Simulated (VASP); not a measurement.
Band structure of Ba (bcc). Calculation: SCAN meta-GGA, VASP's PBE PAW potentials (set 64) (plane waves; VASP).

Unless said otherwise, spin-orbit coupling is left out, though it shifts the bands of the heavy elements here.

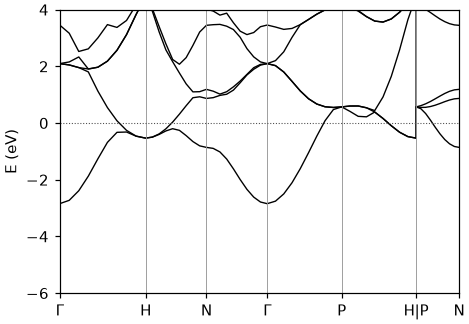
Figure: Bands along high-symmetry lines, zero at the valence-band maximum or, without a gap, the Fermi level

Read the plot: is there a gap, and where are the band edges?

It has no gap at this level: it comes out as a metal or semimetal.

The compound is Ba in the bcc structure. It was relaxed first.
